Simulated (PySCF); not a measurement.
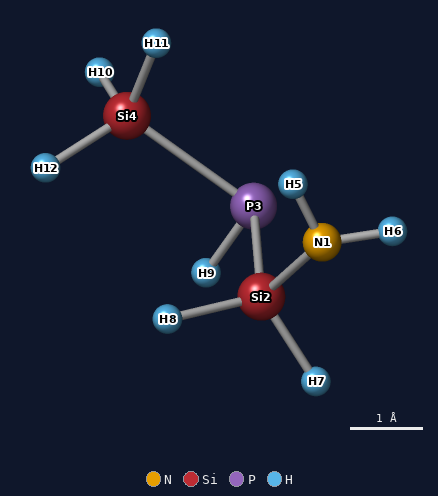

The structure as given in the input (ball-and-stick view, seen at an oblique angle; atoms are numbered from 1 in the order of the input).

**What a change does: NMR shielding calculation on Si2PNH8**

System: Si2PNH8, SMILES N[SiH2]P[SiH3].
Method of the first run: GIAO BHandHLYP/pcSseg-1 NMR shielding, non-relativistic, IEF-PCM chloroform (PySCF 2.14.0).

The geometry comes from this level: GFN2-xTB. Text and figures count atoms from 1; the logs count them from 0 in places.

### Input, the first run
```
{"job": {"kind": "nmr", "xc": "BHandHLYP", "basis": "pcSseg-1", "solvent": "chloroform", "pop": false}, "charge": 0, "multiplicity": 1}
N      2.195899     0.468478     0.709549
Si     1.198795    -0.745146    -0.002553
P     -0.483522     0.116336    -1.227728
Si    -2.056798     0.475990     0.302603
H      1.798068     1.051976     1.429077
H      2.752479     1.039155     0.092364
H      2.053676    -1.490575    -0.923951
H      0.724634    -1.559315     1.119435
H     -0.976587    -1.102817    -1.643019
H     -3.313879     0.695917    -0.410784
H     -1.663272     1.677463     1.040888
H     -2.228295    -0.628148     1.252812
```

The first line tells a small driver script what to run in PySCF; the rest is the geometry in Å.

Launched with:
```bash
OMP_NUM_THREADS=1 python <driver script> task.json out
```

Hardware: 1 CPU thread, shared host.

### Output (the first run)
```
coarse grid: 10896 points
cycle   1  E = -979.8010614837  dE =  2.806e-02  |g| = 3.663e-01  |ddm| = 2.998e+00
cycle   2  E = -979.8120520895  dE = -1.099e-02  |g| = 3.320e-01  |ddm| = 5.920e-01
cycle   3  E = -979.8347435384  dE = -2.269e-02  |g| = 4.028e-02  |ddm| = 2.732e-01
cycle   4  E = -979.8351342968  dE = -3.908e-04  |g| = 1.220e-02  |ddm| = 5.361e-02
cycle   5  E = -979.8351738140  dE = -3.952e-05  |g| = 2.274e-03  |ddm| = 1.955e-02
cycle   6  E = -979.8351751988  dE = -1.385e-06  |g| = 3.257e-04  |ddm| = 3.960e-03
final grid: 89752 points
cycle   7  E = -979.8458803895  dE = -4.250e-06  |g| = 2.172e-03  |ddm| = 8.789e-03
cycle   8  E = -979.8458805229  dE = -1.334e-07  |g| = 2.064e-03  |ddm| = 3.620e-03
cycle   9  E = -979.8458813611  dE = -8.382e-07  |g| = 1.985e-04  |ddm| = 1.512e-03
cycle  10  E = -979.8458813699  dE = -8.823e-09  |g| = 4.502e-05  |ddm| = 2.719e-04
cycle  11  E = -979.8458813708  dE = -8.433e-10  |g| = 8.647e-06  |ddm| = 1.039e-04
converged SCF energy = -979.8458813708

GIAO shielding tensors (ppm)
atom      isotropic    diamagn.    paramagn.     s11        s22        s33       span
  0 N      260.497     319.317     -58.820    237.303    255.268    288.920     51.617
  1 Si     382.133     878.526    -496.393    330.377    395.715    420.305     89.927
  2 P      627.372     970.599    -343.227    557.610    599.858    724.649    167.039
  3 Si     431.872     879.324    -447.452    389.550    440.250    465.816     76.265
  4 H       31.378      32.376      -0.998     23.773     28.223     42.138     18.365
  5 H       31.411      30.609       0.802     24.106     27.066     43.062     18.956
  6 H       26.965      29.568      -2.603     22.741     25.803     32.352      9.611
  7 H       26.914      30.339      -3.425     22.621     26.370     31.752      9.132
  8 H       31.827      32.463      -0.635     26.079     27.996     41.408     15.329
  9 H       27.927      29.344      -1.416     24.098     25.650     34.033      9.935
 10 H       28.115      30.340      -2.225     24.680     26.196     33.469      8.789
 11 H       27.899      29.933      -2.034     24.229     26.058     33.409      9.180
```

The input of the second run differs as follows (lines with − go, lines with + come):
```diff
-"xc": "BHandHLYP"
+"xc": "PBE0"
-"solvent": "chloroform"
-"pop": false
```

What does this change do to the results?

The total energies belong to different models, so their difference says nothing on which is more stable or more accurate. The HOMO goes from −7.96 to −7.02 eV. The LUMO goes from 1.09 to 0.02 eV. The dipole moment goes from 0.82 to 0.70 D. Of all shieldings, the largest change is that of Si2, by −6.2 ppm. The functional changes from BHandHLYP to PBE0. The SCF takes 12 iterations against 11.

### Output (the second run)
```
coarse grid: 10896 points
cycle   1  E = -979.3844284990  dE =  4.504e-02  |g| = 4.141e-01  |ddm| = 3.034e+00
cycle   2  E = -979.3566836415  dE =  2.774e-02  |g| = 5.487e-01  |ddm| = 8.897e-01
cycle   3  E = -979.4217394123  dE = -6.506e-02  |g| = 4.643e-02  |ddm| = 5.489e-01
cycle   4  E = -979.4222118266  dE = -4.724e-04  |g| = 1.713e-02  |ddm| = 7.672e-02
cycle   5  E = -979.4222916038  dE = -7.978e-05  |g| = 3.257e-03  |ddm| = 3.084e-02
cycle   6  E = -979.4222946540  dE = -3.050e-06  |g| = 5.028e-04  |ddm| = 6.041e-03
final grid: 89752 points
cycle   7  E = -979.4408076515  dE = -1.186e-05  |g| = 5.556e-03  |ddm| = 1.731e-02
cycle   8  E = -979.4408008815  dE =  6.770e-06  |g| = 7.883e-03  |ddm| = 1.110e-02
cycle   9  E = -979.4408140876  dE = -1.321e-05  |g| = 3.074e-04  |ddm| = 6.648e-03
cycle  10  E = -979.4408141025  dE = -1.494e-08  |g| = 8.311e-05  |ddm| = 4.019e-04
cycle  11  E = -979.4408141041  dE = -1.568e-09  |g| = 2.477e-05  |ddm| = 1.451e-04
cycle  12  E = -979.4408141043  dE = -2.158e-10  |g| = 3.838e-06  |ddm| = 5.080e-05
converged SCF energy = -979.4408141043

GIAO shielding tensors (ppm)
atom      isotropic    diamagn.    paramagn.     s11        s22        s33       span
  0 N      257.831     318.196     -60.365    235.566    250.147    287.781     52.214
  1 Si     375.920     879.737    -503.817    320.177    390.930    416.652     96.475
  2 P      631.055     970.495    -339.440    561.024    602.326    729.813    168.788
  3 Si     430.532     880.571    -450.039    385.672    440.238    465.688     80.016
  4 H       31.628      32.275      -0.646     24.118     28.788     41.978     17.860
  5 H       31.629      30.608       1.021     24.416     27.510     42.961     18.545
  6 H       26.440      29.288      -2.848     22.205     25.335     31.780      9.575
  7 H       26.376      29.924      -3.549     22.014     25.893     31.220      9.205
  8 H       31.630      32.066      -0.435     25.878     27.831     41.183     15.305
  9 H       27.530      29.128      -1.598     23.695     25.236     33.659      9.964
 10 H       27.799      30.071      -2.272     24.389     25.885     33.122      8.733
 11 H       27.524      29.595      -2.071     23.845     25.601     33.128      9.283
```

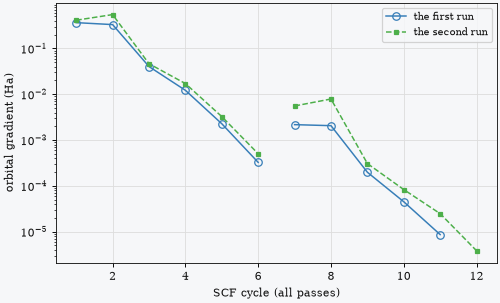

Convergence of the two runs: orbital gradient against the SCF cycle. A break in a curve parts two SCF passes (coarse and final grid). The first run takes 11 cycles in all, and the second run takes 12.

### The two runs side by side

| quantity | the first run | the second run |
| --- | --- | --- |
| outcome | converged | converged |
| total energy (hartree) | −979.845881 | −979.440814 |
| HOMO (eV) | −7.96 | −7.02 |
| LUMO (eV) | 1.09 | 0.02 |
| dipole moment (D) | 0.82 | 0.70 |
| shielding of N1 (ppm) | 260.5 | 257.8 |
| shielding of Si2 (ppm) | 382.1 | 375.9 |
| shielding of P3 (ppm) | 627.4 | 631.1 |
| shielding of Si4 (ppm) | 431.9 | 430.5 |
| shielding of H7 (ppm) | 27.0 | 26.4 |
| shielding of H8 (ppm) | 26.9 | 26.4 |
| shielding of H10 (ppm) | 27.9 | 27.5 |
| SCF iterations | 11 | 12 |
| basis functions | 129 | 129 |
| wall time (shared host) | 13 s | 16 s |
